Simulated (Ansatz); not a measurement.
# Hf (P6_3/mmc, 2 atoms in the cell): zone-centre modes under pressure, part 2 of 2

Wanted: Grüneisen parameters and pressure coefficients of the modes of Hf (P6_3/mmc, 2 atoms in the cell).

Ansatz 0.2.0; DFT PBEsol, scalar-relativistic, plane waves, PAW; PAW set soft_1.

So far. Step 3 (Tight relaxation): The forces vanish by symmetry and the pressure is -0.001 GPa, within the tolerances set. The cell now holds 21.61 Å³/atom.

## Step 4: Zone-centre response at rest

Phonons follow from the second derivative of the energy, found here by linear response.

The modes at rest are the reference of the series.

Contents of input.yaml:

```yaml
crystal:
  lattice:
    - [3.1604220834, 0.0, 0.0]
    - [-1.5802110417, 2.7370058109, 0.0]
    - [0.0, 0.0, 4.995379888]
  atoms:
    - { symbol: Hf, position: [0.3333333333, 0.6666666667, 0.25] }
    - { symbol: Hf, position: [0.6666666667, 0.3333333333, 0.75] }
kpoints:
  mp_grid: { grid: [15, 15, 8] }
hamiltonian:
  xc: pbesol
  pseudopotentials: { kind: paw, azcp: { folder: soft_1 }, xc_functional: pbe }
scf:
  occupations: { method: methfessel_paxton, width: 0.2 }
output:
  eigenvalues: true
phonons:
  method: dfpt
```

Run with:

```
> ansatz run input.yaml --threads 4 --pin off --max-ram 10240MiB --backend cpu --events-out ev --progress --plain --runs-dir out
```

Numbers of over 12 decimals in the logs are rounded to 6 here.

What it wrote:

```text
zone centre: on kpoints.mp_grid the ground state, and the responses unless they are solved on pairs of k-points, stand on 320 of the mesh's 1800 k-points, reduced under 4 symmetry operations, with k and −k counted as one. Each operation leaves every solved displacement unchanged or reverses it
[...]
Crystal: 2 atoms, lattice volume = 43.211 Å³
Basis set: ecut = 420 eV, 845 PW (Γ), exchange–correlation on 48×48×72 points (8 copies of the dense FFT grid, shifted against one another)
Bands: 32, of which v1, the nominal top of the filled ones, is band 26 counted from 1 (25 counted from 0)
Symmetry: 24 space group operations
k-points: 320 of 1800 (irreducible under 4 space group operations, time reversal used)
[...]
SCF iter   1: F=—  HF=-31197.854151 eV  |F-HF|=—  |Δ(HF+E_count)|=         —  Δρ=3.62e-2  dr2=6.75e-1  ethr=3.10e-3  ⟨swp⟩=4.9  Hψ=34827  notcnv=0
[...]
SCF iter  11: F=-31197.604493 eV  HF=-31197.604493 eV  |F-HF|=3.64e-12  |Δ(HF+E_count)|=    0.00e0  S|Δr|=    0.00e0  Δρ=6.68e-8  dr2=9.41e-13  ethr=1.00e-12  ⟨swp⟩=10.2  Hψ=59787  notcnv=0
the search or the solves at the SCF's close seem to have found levels that the self-consistency loop had missed (the run counts 3). By its estimate they hold under 1e-12 electrons; where the run keeps them, the occupations were computed again with them
SCF 1 converged in 11 iterations: F = -31197.604493 eV  dr2 = 9.41e-13
[...]
DFPT response loops at Γ: preconditioner auto → Kerker (q_TF=auto, 2.814 Å⁻¹) (partly filled bands, converged f_vac=0.000); β = 1.00, the filter's whole step (`scf.mixing.beta` (0.50) is not read by the response loops under this deck's `scf.mixing.preconditioner`; to damp them name `kerker` or `kerker_dos`, under which they read `scf.mixing.beta`, and type it under 1.00, their step now; both keys bind the ground state too); Broyden in place of MSR1
SCF converged after 11 iterations
[...]
Free energy (F): -31197.604493 eV
[...]
Internal energy: -31197.608536 eV  (E = F + TS)
E sigma→0 (E₀):  -31197.605503 eV
Entropy (-TS):   0.004043 eV (2.021 meV/atom)
Fermi energy:    18.722717 eV
[...]
--- Band table (eV; the first three rows and the last of 320) ---
  k-point 0: bands = [... 22 lower, 11.2024, 14.8796, 19.5086, 19.8692, 19.8692, 20.1738, 20.7321, 20.7321, ... 2 higher]
  k-point 1: bands = [... 22 lower, 11.3531, 14.8144, 19.2827, 19.7815, 19.7815, 20.0433, 20.6060, 20.6060, ... 2 higher]
  k-point 2: bands = [... 22 lower, 11.7878, 14.5567, 18.8689, 19.6560, 19.6560, 19.6948, 20.3110, 20.3110, ... 2 higher]
  k-point 319: bands = [... 22 lower, 15.7391, 15.7391, 17.9192, 17.9192, 18.6870, 18.6870, 20.9647, 20.9647, ... 2 higher]
--- Phonons (Γ-DFPT): 2 representative perturbations + reference, on 320 of 1800 k-points (Σ response iterations 6) ---
  k mesh reduced under 4 symmetry operations, with k and −k counted as one. Each operation leaves every solved displacement unchanged or reverses it
  ASR residual: 3.188e-5 → 0.000e0 eV/Å²; symmetrization residual: 6.401e-12 eV/Å²
  ASR residual per site (eV/Å²): 3.19e-5 3.19e-5
  Γ frequencies (cm⁻¹): 0.00 0.00 0.00 79.25 79.25 105.96
  non-analytic LO–TO correction: not included (Born effective charges unavailable; polar crystals: no LO–TO splitting at Γ)
```

Wall time 26 s (4 threads of Intel Xeon Platinum 8488C (Sapphire Rapids), shared host); peak memory 1.6 GiB.

Numbers from this step:

```
sum-rule residual before enforcement                    : 3.19e-5 eV/Å²
point group                                             : 6/mmm
highest optical mode at the zone centre (no LO-TO term) : 106.0 cm⁻¹
lowest optical zone-centre mode                         : 79.25 cm⁻¹
```

Patterns of degenerate modes are one choice out of their space. Modes at Γ:

| mode | frequency (cm⁻¹) | symmetry |
| --- | --- | --- |
| 1 | 0.0 | acoustic |
| 2 | 0.0 | acoustic |
| 3 | 0.0 | acoustic |
| 4 | 79.2 | E2g |
| 5 | 79.2 | E2g |
| 6 | 106.0 | B1g |

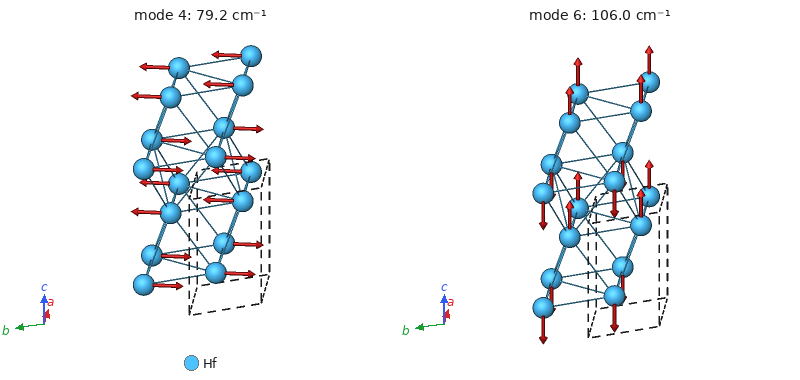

Displacement patterns of modes 4 and 6 at Γ; arrows are exaggerated. 2×2×2 cells are drawn.

Before it was imposed, the acoustic sum rule was missed by 3.2e-5 eV/Å². Small misses are needed for a sound result but don't prove that mesh and cutoff are converged. The lowest optical mode is real, 79.2 cm⁻¹.

## Step 5: A member of the series: 1.06 times the volume at rest

The cell is set to 1.06 times the volume at rest, and shape and atoms relax at that volume.

input.yaml, the sections that differ from step 4:

```yaml
crystal:
  lattice:
    - [3.2236117304, 0.0, 0.0]
    - [-1.6118058652, 2.7917296504, 0.0]
    - [0.0, 0.0, 5.0895467376]
  atoms:
    - { symbol: Hf, position: [0.3333333333, 0.6666666667, 0.25] }
    - { symbol: Hf, position: [0.6666666667, 0.3333333333, 0.75] }
output:
  forces: true
  stress: true
  eigenvalues: true
relax:
  adjacent_minimum: "off"
  f_tol: 0.001
  max_steps: 60
  cell: { stress_tol: 0.01, fix: [volume] }
# kpoints, hamiltonian, scf: as in step 4
# phonons: removed
```

What it wrote:

```text
[...]
Crystal: 2 atoms, lattice volume = 45.803 Å³
Basis set: ecut = 420 eV, 929 PW (Γ), exchange–correlation on 48×48×72 points (8 copies of the dense FFT grid, shifted against one another)
Bands: 32, of which v1, the nominal top of the filled ones, is band 26 counted from 1 (25 counted from 0)
Symmetry: 24 space group operations
[...]
k-points: 135 of 1800
[...]
k-point 134: bands = [... 22 lower, 15.7976, 15.7976, 16.1068, 16.1068, 17.3268, 17.3268, 20.0028, 20.0028, ... 2 higher]
--- Relaxed structure (2 steps of the walk, 2 accepted, 1 SCFs on fresh bases) ---
[...]
cell:  # Å, volume = 45.8031 Å³
    - [3.224219, 0.0, 0]
    - [-1.612110, 2.792256, 0]
    - [0, 0, 5.087629]
  atoms:
    - { symbol: Hf, position: [0.333333, 0.666667, 0.250000] }
    - { symbol: Hf, position: [0.666667, 0.333333, 0.750000] }
[key lines of the parts left out:]
SCF converged after 6 iterations
Free energy (F): -31197.553751 eV
Fermi energy:    17.550161 eV
P = ⅓ Tr σ = -6.0059 GPa (-60.059 kbar)
```

Elapsed: 9 s, on 4 threads; peak memory 0.53 GiB; 33 s of CPU time.

Little changed from the start: no atom moved by 0.005 Å and no cell edge by 0.1 %.

Numbers from this step:

* pressure: -6.006 GPa
* volume per atom: 22.90 Å³

The forces vanish by symmetry, at a pressure of -6.01 GPa.

## Step 6: Modes of this member: 1.06 times the volume at rest

The zone-centre modes follow for 1.06 times the volume at rest.

input.yaml, the sections that differ from step 5:

```yaml
crystal:
  lattice:
    - [3.2242191186, 0.0, 0.0]
    - [-1.6121095593, 2.792255664, 0.0]
    - [0.0, 0.0, 5.0876293496]
  atoms:
    - { symbol: Hf, position: [0.3333333333, 0.6666666667, 0.25] }
    - { symbol: Hf, position: [0.6666666667, 0.3333333333, 0.75] }
output:
  eigenvalues: true
phonons:
  method: dfpt
# kpoints, hamiltonian, scf: as in step 5
# relax: removed
```

What it wrote:

```text
[...]
Crystal: 2 atoms, lattice volume = 45.803 Å³
Basis set: ecut = 420 eV, 929 PW (Γ), exchange–correlation on 48×48×72 points (8 copies of the dense FFT grid, shifted against one another)
Bands: 32, of which v1, the nominal top of the filled ones, is band 26 counted from 1 (25 counted from 0)
Symmetry: 24 space group operations
k-points: 320 of 1800 (irreducible under 4 space group operations, time reversal used)
[...]
SCF iter   1: F=—  HF=-31197.819345 eV  |F-HF|=—  |Δ(HF+E_count)|=         —  Δρ=3.57e-2  dr2=7.27e-1  ethr=3.10e-3  ⟨swp⟩=4.9  Hψ=34382  notcnv=0
[...]
SCF iter  11: F=-31197.553751 eV  HF=-31197.553751 eV  |F-HF|=1.46e-11  |Δ(HF+E_count)|=  1.46e-11  S|Δr|=    0.00e0  Δρ=7.83e-8  dr2=1.48e-12  ethr=1.00e-12  ⟨swp⟩=11.2  Hψ=65656  notcnv=0
SCF 1 converged in 11 iterations: F = -31197.553751 eV  dr2 = 1.48e-12
[...]
SCF converged after 11 iterations
[...]
Free energy (F): -31197.553751 eV
[...]
Internal energy: -31197.558060 eV  (E = F + TS)
E sigma→0 (E₀):  -31197.554828 eV
Entropy (-TS):   0.004309 eV (2.155 meV/atom)
Fermi energy:    17.550161 eV
[...]
--- Band table (eV; the first three rows and the last of 320) ---
  k-point 0: bands = [... 22 lower, 10.2260, 13.8907, 18.1406, 18.6805, 18.6805, 18.9795, 19.4820, 19.4820, ... 2 higher]
  k-point 1: bands = [... 22 lower, 10.3670, 13.8099, 17.9452, 18.5968, 18.5968, 18.8566, 19.3644, 19.3644, ... 2 higher]
  k-point 2: bands = [... 22 lower, 10.7755, 13.5121, 17.6074, 18.4776, 18.4776, 18.5265, 19.0889, 19.0889, ... 2 higher]
  k-point 319: bands = [... 22 lower, 14.6626, 14.6626, 16.7823, 16.7823, 17.5150, 17.5150, 19.7008, 19.7008, ... 2 higher]
[...]
ASR residual: 4.243e-5 → 0.000e0 eV/Å²; symmetrization residual: 3.865e-12 eV/Å²
  ASR residual per site (eV/Å²): 4.24e-5 4.24e-5
  Γ frequencies (cm⁻¹): 0.00 0.00 0.00 79.46 79.46 82.50
[...]
```

It took 27 s on 4 threads; peak memory 1.6 GiB; 95 s of CPU time.

Numbers from this step:

```
sum-rule residual before enforcement                    : 4.24e-5 eV/Å²
highest optical mode at the zone centre (no LO-TO term) : 82.5 cm⁻¹
lowest optical zone-centre mode                         : 79.46 cm⁻¹
```

Patterns of degenerate modes are one choice out of their space. Modes at Γ:

| mode | frequency (cm⁻¹) | symmetry |
| --- | --- | --- |
| 1 | 0.0 | acoustic |
| 2 | 0.0 | acoustic |
| 3 | 0.0 | acoustic |
| 4 | 79.5 | E2g |
| 5 | 79.5 | E2g |
| 6 | 82.5 | B1g |

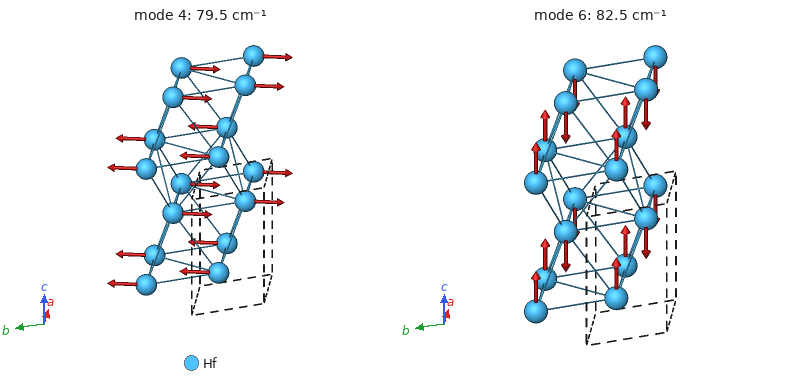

Displacement patterns of modes 4 and 6 at Γ; arrows are exaggerated. 2×2×2 cells are drawn.

The lowest optical mode is real, 79.5 cm⁻¹, and the highest lies at 82.5 cm⁻¹.

For the highest optical mode at the zone centre (no LO-TO term), step 4 gave 106 cm⁻¹; this run, with volume ratio 1.06, gives 82.5 cm⁻¹ (-22 %).

## Step 7: Relaxation of a member: 0.9 times the volume at rest

The cell is set to 0.9 times the volume at rest, and shape and atoms relax at that volume.

input.yaml, the sections that differ from step 6:

```yaml
crystal:
  lattice:
    - [3.0468862659, 0.0, 0.0]
    - [-1.5234431329, 2.6386809087, 0.0]
    - [0.0, 0.0, 4.8371406944]
  atoms:
    - { symbol: Hf, position: [0.3333333333, 0.6666666667, 0.25] }
    - { symbol: Hf, position: [0.6666666667, 0.3333333333, 0.75] }
output:
  forces: true
  stress: true
  eigenvalues: true
relax:
  adjacent_minimum: "off"
  f_tol: 0.001
  max_steps: 60
  cell: { stress_tol: 0.01, fix: [volume] }
# kpoints, hamiltonian, scf: as in step 6
# phonons: removed
```

What it wrote:

```text
[...]
Crystal: 2 atoms, lattice volume = 38.889 Å³
Basis set: ecut = 420 eV, 761 PW (Γ), exchange–correlation on 48×48×72 points (8 copies of the dense FFT grid, shifted against one another)
Bands: 32, of which v1, the nominal top of the filled ones, is band 26 counted from 1 (25 counted from 0)
Symmetry: 24 space group operations
[...]
k-points: 135 of 1800
[...]
k-point 134: bands = [... 22 lower, 18.9342, 18.9342, 19.3345, 19.3345, 20.9808, 20.9808, 23.7305, 23.7305, ... 2 higher]
--- Relaxed structure (3 steps of the walk, 3 accepted, 1 SCFs on fresh bases) ---
[...]
cell:  # Å, volume = 38.8895 Å³
    - [3.045002, -2.8849757967827e-11, 0.0]
    - [-1.522501, 2.637049, 0.0]
    - [0.0, 0.0, 4.843128]
  atoms:
    - { symbol: Hf, position: [0.333333, 0.666667, 0.25] }
    - { symbol: Hf, position: [0.666667, 0.333333, 0.750000] }
[key lines of the parts left out:]
SCF converged after 5 iterations
Free energy (F): -31197.425685 eV
Fermi energy:    21.025797 eV
P = ⅓ Tr σ = 14.3064 GPa (143.064 kbar)
```

Wall time 10 s (4 threads); peak memory 0.5 GiB.

Step by step:

| step | energy less that of the first step (eV) | largest force component (eV/Å) | pressure (GPa) | volume (Å³) |
| --- | --- | --- | --- | --- |
| 1 | 0.0000 | 0.0000 | 14.32 | 38.89 |
| 2 | 0.0000 | 0.0000 | 14.30 | 38.89 |
| 3 | 0.0000 | 0.0000 | 14.31 | 38.89 |
| 4* | 0.0000 | 0.0000 | 14.31 | 38.89 |

Relaxation steps marked * repeat the geometry before them on a plane-wave basis chosen anew for their cell, so energy and pressure can jump there.

Forces are held to the 24 operations that the run works with; a distortion that breaks them can't arise in this run.

| conventional cell, symmetrised | before | after | change |
| --- | --- | --- | --- |
| a (Å) | 3.047 | 3.045 | -0.1 % |
| b (Å) | 3.047 | 3.045 | -0.1 % |
| c (Å) | 4.837 | 4.843 | +0.1 % |
| volume (Å³/atom) | 19.44 | 19.44 | +0.0 % |

Final coordinates:

```
Hf
1.0
     3.04500    0.00000    0.00000
    -1.52250    2.63705    0.00000
     0.00000    0.00000    4.84313
Hf
2
Direct
  0.33333 0.66667 0.25000
  0.66667 0.33333 0.75000
```

This step gave:

- pressure: 14.31 GPa
- volume per atom: 19.44 Å³

The forces vanish by symmetry, at a pressure of 14.31 GPa.

## Step 8: Zone-centre modes of the member: 0.9 times the volume at rest

The zone-centre modes follow for 0.9 times the volume at rest.

input.yaml, the sections that differ from step 7:

```yaml
crystal:
  lattice:
    - [3.0450024217, 0.0, 0.0]
    - [-1.5225012108, 2.6370494518, 0.0]
    - [0.0, 0.0, 4.8431277098]
  atoms:
    - { symbol: Hf, position: [0.3333333333, 0.6666666667, 0.25] }
    - { symbol: Hf, position: [0.6666666667, 0.3333333333, 0.75] }
output:
  eigenvalues: true
phonons:
  method: dfpt
# kpoints, hamiltonian, scf: as in step 7
# relax: removed
```

What it wrote:

```text
[...]
Crystal: 2 atoms, lattice volume = 38.889 Å³
Basis set: ecut = 420 eV, 761 PW (Γ), exchange–correlation on 48×48×72 points (8 copies of the dense FFT grid, shifted against one another)
Bands: 32, of which v1, the nominal top of the filled ones, is band 26 counted from 1 (25 counted from 0)
Symmetry: 24 space group operations
k-points: 320 of 1800 (irreducible under 4 space group operations, time reversal used)
[...]
k-point 2: bands = [... 22 lower, 13.8062, 16.5832, 21.3609, 21.9176, 21.9402, 21.9402, 22.6714, 22.6714, ... 2 higher]
  k-point 319: bands = [... 22 lower, 17.8292, 17.8292, 20.1321, 20.1321, 20.9934, 20.9934, 23.4040, 23.4040, ... 2 higher]
[...]
ASR residual: 3.765e-5 → 0.000e0 eV/Å²; symmetrization residual: 1.542e-9 eV/Å²
  ASR residual per site (eV/Å²): 3.76e-5 3.76e-5
  Γ frequencies (cm⁻¹): 0.00 0.00 0.00 71.32 71.32 145.28
[...]
[key lines of the parts left out:]
SCF converged after 10 iterations
Free energy (F): -31197.425685 eV
Fermi energy:    21.025797 eV
```

Run time: 33 s. Hardware: 4 threads; peak memory 1.5 GiB; 1.9 min of CPU time.

This step gave:

```yaml
sum_rule_residual_before_enforcement: 3.76e-5 eV/Å²
highest_optical_mode_at_the_zone_centre_no_lo_to_term: 145.3 cm⁻¹
lowest_optical_zone_centre_mode: 71.32 cm⁻¹
```

Patterns of degenerate modes are one choice out of their space. Modes at Γ:

| mode | frequency (cm⁻¹) | symmetry |
| --- | --- | --- |
| 1 | 0.0 | acoustic |
| 2 | 0.0 | acoustic |
| 3 | 0.0 | acoustic |
| 4 | 71.3 | E2g |
| 5 | 71.3 | E2g |
| 6 | 145.3 | B1g |

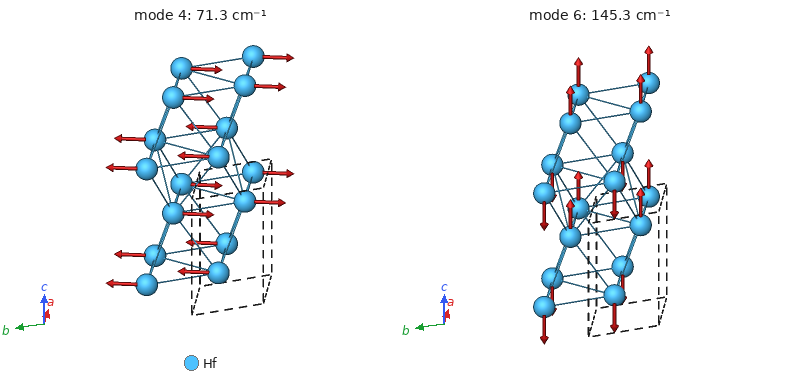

Displacement patterns of modes 4 and 6 at Γ; arrows are exaggerated. 2×2×2 cells are drawn.

The lowest optical mode is real, 71.3 cm⁻¹, and the highest lies at 145.3 cm⁻¹.

Between step 4 and this run (volume ratio 0.9) the value for the highest optical mode at the zone centre (no LO-TO term) moves from 106 cm⁻¹ to 145 cm⁻¹ (+37 %).

## Step 9: All members side by side

The members are set side by side, also those not shown above.

Each row is one cell with its response, relaxed at fixed volume as far as symmetry leaves anything free; energies are extrapolated to zero smearing, and E0 is that at rest; shape and atoms are relaxed in each cell where symmetry leaves them free; all runs use 15×15×8 k points and Methfessel-Paxton smearing of 0.2 eV. State of the crystal along the series:

| volume ratio | V (Å³/atom) | pressure (GPa) | E - E0 (meV/atom) | first cell vector (Å) | third cell vector (Å) |
| --- | --- | --- | --- | --- | --- |
| 0.9 | 19.45 | 14.31 | 89.65 | 3.045 | 4.843 |
| 0.92 | 19.88 | 10.92 | 55.62 | 3.069 | 4.873 |
| 0.94 | 20.31 | 7.82 | 30.34 | 3.093 | 4.903 |
| 0.96 | 20.74 | 4.98 | 13.1 | 3.116 | 4.933 |
| 0.98 | 21.17 | 2.38 | 3.188 | 3.138 | 4.964 |
| 0.99 | 21.39 | 1.163 | 0.7915 | 3.15 | 4.98 |
| 1 | 21.61 | -0.001358 | 0 | 3.16 | 4.995 |
| 1.02 | 22.04 | -2.182 | 2.966 | 3.182 | 5.027 |
| 1.04 | 22.47 | -4.178 | 11.57 | 3.203 | 5.057 |
| 1.06 | 22.9 | -6.006 | 25.34 | 3.224 | 5.088 |

Each mode is tracked from rest by its pattern, and modes that stay within 0.3 cm⁻¹ of each other stand once; shape and atoms are relaxed in each cell where symmetry leaves them free; all runs use 15×15×8 k points and Methfessel-Paxton smearing of 0.2 eV. Optical modes along the series:

| V (Å³/atom) | mode 4 E2g (cm⁻¹) | mode 6 B1g (cm⁻¹) |
| --- | --- | --- |
| 19.45 | 71.32 | 145.3 |
| 19.88 | 74.11 | 136.9 |
| 20.31 | 76.23 | 129 |
| 20.74 | 77.72 | 121.2 |
| 21.17 | 78.69 | 113.6 |
| 21.39 | 79.01 | 109.8 |
| 21.61 | 79.25 | 106 |
| 22.04 | 79.5 | 98.24 |
| 22.47 | 79.55 | 90.42 |
| 22.9 | 79.46 | 82.5 |

From cubic fits (parabolas where under five rows exist) of ln ω and P against ln V through the rows within about 4 % of rest: γ = −d ln ω / d ln V and dω/dP = γ ω / B. Slopes at rest:

| mode | fitted frequency at rest (cm⁻¹) | Grüneisen parameter γ | dω/dP (cm⁻¹/GPa) |
| --- | --- | --- | --- |
| mode 4 E2g | 79.2 | -0.25 | -0.17 |
| mode 6 B1g | 106 | 3.62 | 3.37 |

## Step 10: Outcome

| Item | Value |
| --- | --- |
| members | 10 |
| highest optical mode at the zone centre (no LO-TO term), at rest | 106.0 cm⁻¹ |
| bulk modulus at rest | 114 GPa |
| mode 4 E2g, γ | -0.25 |
| mode 6 B1g, γ | 3.62 |

The series spans -6.0 to 14.3 GPa, and the slope at rest gives a bulk modulus of 114 GPa. Among the modes in the table of slopes γ runs from -0.25 (mode 4 E2g) to 3.62 (mode 6 B1g). A negative γ means that the mode softens under pressure. One k mesh and one cutoff serve the ground states and modes of all volumes. These are harmonic frequencies at zero temperature: anharmonic shifts, linewidths and thermal expansion are left out. Spin-orbit coupling is left out, which can matter for the heavy elements here. With no gap, or one that is small against the smearing, the frequencies hang on the k mesh and the smearing, most of all near Kohn anomalies. The PAW files were made for PBE; the program adapts parts of them to the functional of the run, but their partial waves stay those of PBE, an approximation that was not tested in this session. Only the zone centre was solved, so an instability at another wavevector cannot show here.

[Logs are printed without paths, hosts, clocks, repeated set-up lines and the standing remarks that a program may print on its own settings, such as how far it seeks lower states.]

[Hosts, paths, dates, database ids (printed as entryN), source tags and the programs' standing remarks are cut or masked in the printed files.]
